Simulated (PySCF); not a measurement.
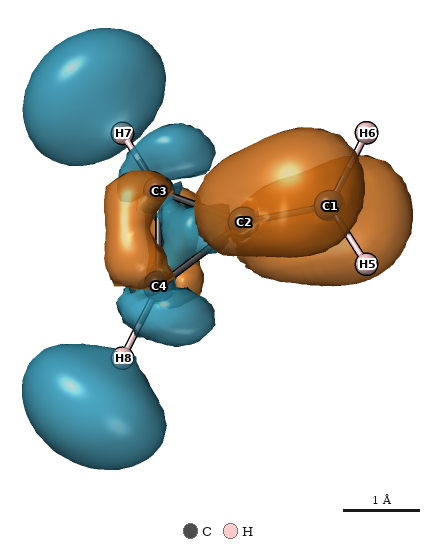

Figure. C4H4, SMILES `C=C1C=C1`. Unrelaxed difference density of S₃ less the ground state (TDA singlet states), ±0.03 e/Å³; light blue: gain, orange: loss.

Method: PBE/def2-SVP; geometry: GFN2-xTB; program: PySCF. No frequency check shows the geometry to be a minimum. Without diffuse functions Rydberg states are missing, so the states' numbers hold for this basis only.

Question: How does the charge move on excitation?

Answer: 0.88 e is displaced in all, of which about 0.7 e passes between atoms: C1 (0.45 e) and C2 (0.20 e) lose electrons and H7 and H8 (0.31 e each) and C3 and C4 (0.05 e each) gain them. The state: 6.82 eV (182 nm), f = 0.000 (very weak), partly diffuse acceptor orbital, which a basis without diffuse functions describes poorly; the leading pair carries 100 %; hole on C1 (45 %), C2 (23 %) and C3 and C4 (11 % each), electron on H7 and H8 (32 % each) and C3 and C4 (16 % each) (atom shares of so diffuse an orbital are rough); their centroids lie 2.4 Å apart.
